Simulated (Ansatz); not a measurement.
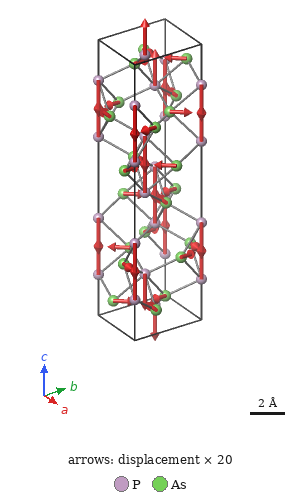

A relaxation of solid As₃P₂ (built on the corundum_167 type) (coarse preliminary run). The starting structure is drawn; red arrows show the displacements (the part carried along by the change of the cell is left out), magnified 20 times.

The picture is a ball-and-stick view of the conventional cell (3 times the calculation's cell), seen slightly off an axis. Lengths and directions refer to the drawn axes.

Case: anti-corundum type (R-3c, No. 167).

All numbers below come from DFT PBE, scalar-relativistic, plane waves, PAW in Ansatz.

The input:
```yaml
crystal:
  lattice:
    - [3.1508072961, 1.8191194405, 5.7349424376]
    - [-3.1508072961, 1.8191194405, 5.7349424376]
    - [0.0, -3.6382388812, 5.7349424376]
  atoms:
    - { symbol: P, position: [0.85218, 0.85218, 0.85218] }
    - { symbol: P, position: [0.64782, 0.64782, 0.64782] }
    - { symbol: P, position: [0.14782, 0.14782, 0.14782] }
    - { symbol: P, position: [0.35218, 0.35218, 0.35218] }
    - { symbol: As, position: [0.05625, 0.44375, 0.75] }
    - { symbol: As, position: [0.75, 0.05625, 0.44375] }
    - { symbol: As, position: [0.44375, 0.75, 0.05625] }
    - { symbol: As, position: [0.94375, 0.55625, 0.25] }
    - { symbol: As, position: [0.25, 0.94375, 0.55625] }
    - { symbol: As, position: [0.55625, 0.25, 0.94375] }
basis:
  ecutwfc: 420
kpoints:
  mp_grid: { grid: [3, 3, 3] }
hamiltonian:
  xc: pbe
scf:
  occupations: { method: gaussian, width: 0.1 }
  lower_state_search: "off"
output:
  forces: true
  stress: true
  eigenvalues: true
relax:
  adjacent_minimum: "off"
  f_tol: 0.04
  max_steps: 70
  cell: { stress_tol: 0.4 }
```

Command:
```bash
ansatz run input.yaml --threads 1 --pin off --max-ram 2560MiB --backend cpu --events-out ev --progress --plain --runs-dir out
```

Atoms of which element are displaced furthest, and by how much?

Phosphorus: up to 0.11 Å, against 0.07 Å for arsenic.

What did the optimiser do to the structure, and how much energy did it gain?

The largest moves relative to the cell, 0.11 Å, are those of P1, P2, P3 and P4. P1 goes along −c. Largest moves by element: P 0.11 Å, As 0.07 Å. The volume changes by +3.4 %, with a = b 6.302 → 6.410 Å (+1.7 %), c 17.205 → 17.195 Å (−0.1 %). Near-neighbour distances that change, for instance: P1–As10 2.456 → 2.578 Å, P1–As5 2.611 → 2.506 Å. Bond angles that change, for instance: P3–As10–P4 84.7° → 81.9°, As5–P3–As9 164.2° → 166.7°, As8–P3–As9 79.6° → 81.7°. The space group stays R-3c (No. 167). The energy falls by 16.7 meV per atom in 4 accepted moves (5 points after the start). Largest force component: 0.43 eV/Å at the start, 0.024 eV/Å at the end. The pressure goes from 1.16 to 0.07 GPa. The SCF was repeated once at an unchanged geometry on a basis and grid sized afresh for the cell, which shifted the energy by 0.1 meV per atom at most.
